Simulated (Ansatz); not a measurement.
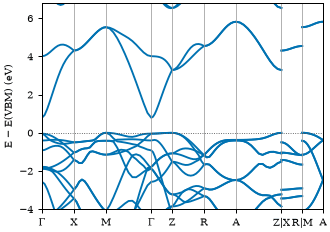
*Band structure from DFT-PBE in the program Ansatz with PAW potentials*

Task: Read off the gap and where the band edges lie.

Result: About 0.8 eV (0.79 eV by a search for the band edges); maximum at M, minimum at Γ.

The material is SnO2 in space group P4_2/nmc (No. 137; Sn on 2a, O on 4d).

The cell is a constructed one: a structure type filled with these elements; neither database checked (COD, Materials Project) lists it. It is not the phase usual at ambient conditions (space group No. 136). The PBE relaxation kept the symmetry of its start; whether a distortion lowers the energy is not shown. Spin–orbit coupling is left out wherever it is not named.

Potentials: the later of the program's two PAW sets.
